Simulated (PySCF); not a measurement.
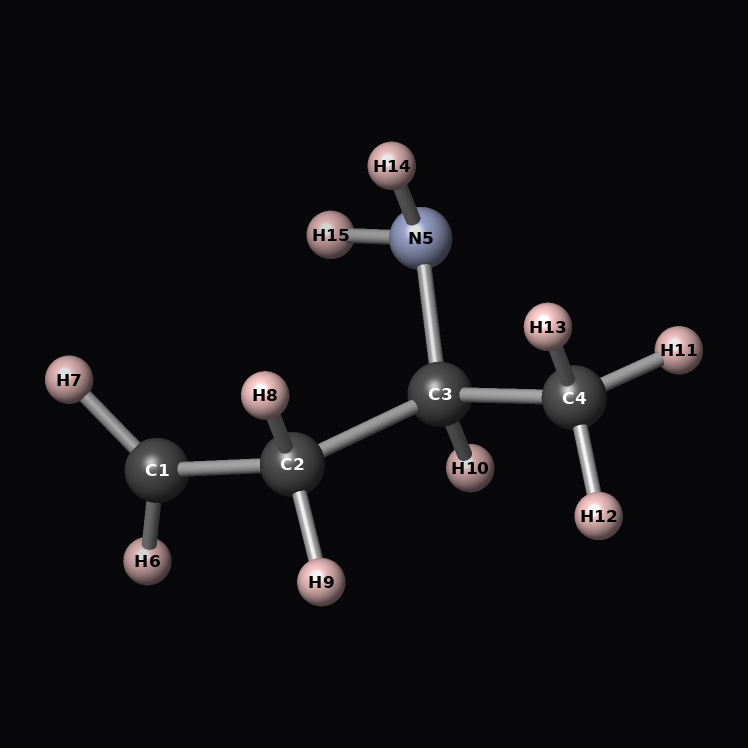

The species is neutral and a spin doublet. The geometry was computed by an optimisation with PBE0-D3(BJ)/def2-SVP. No frequency run is at hand to confirm it as a minimum. Method: UKS B3LYP, IGLO-III on C N, pcH-1 on H, non-relativistic (PySCF 2.14.0). Fermi-contact and spin-dipolar terms alone, no spin-orbit part.

Question: Which nucleus has the largest dipolar (anisotropic) hyperfine coupling?

Answer: 13C at C1: principal values −78.0, −77.1, 155.0 MHz.

List the isotropic and dipolar parts for the most strongly coupled nuclei, one of each equivalent set.

```csv
atom,isotope,a_iso (MHz),dipolar part (MHz)
C1,13C,87.5,"−78.0, −77.1, 155.0"
H7,1H,−64.3,"−38.1, 0.4, 37.7"
H6,1H,−63.2,"−37.8, 0.0, 37.8"
C3,13C,71.9,"−6.7, −6.3, 13.0"
H15,1H,−1.1,"−5.7, −3.4, 9.1"
H9,1H,60.1,"−4.7, −4.3, 9.1"
H8,1H,20.1,"−4.8, −4.0, 8.8"
H10,1H,−4.8,"−5.2, −2.0, 7.2"
```
